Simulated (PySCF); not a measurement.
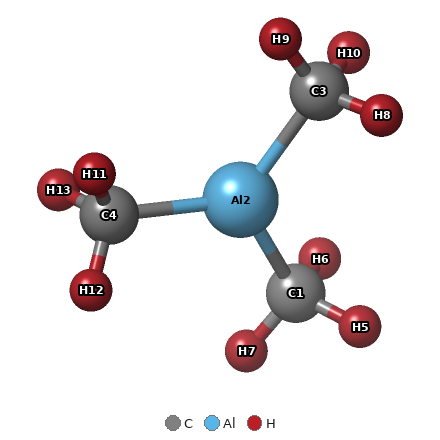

C₃H₉Al (trimethylaluminum), SMILES [CH3][Al]([CH3])[CH3], singlet. Vertical core-electron binding energies by ΔSCF (SCAN, pcX-2 on the ionised atom, pcseg-1 elsewhere, spin-free X2C; PySCF, at a PBE0-D3(BJ)/def2-SVP geometry (no frequency check)), gas phase, against the vacuum level. One atom of each kind was ionised; within a panel, areas follow the number of like atoms and 2j + 1 (2p levels are split by first-order spin-orbit coupling, an approximation), each panel is scaled alone, Gaussians of 0.8 eV full width. Only the regions named are shown. Lines closer than the width merge in the curve.

### Predict the Al 2p and Al 1s photoelectron lines.

```
   level  atoms  binding energy (eV)
Al 2p1/2    Al2                 80.1
Al 2p3/2    Al2                 79.5
   Al 1s    Al2               1566.0
```

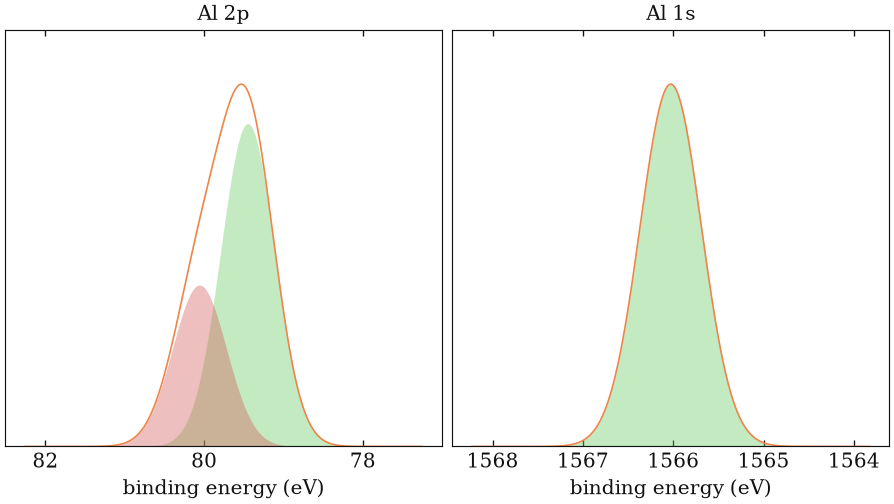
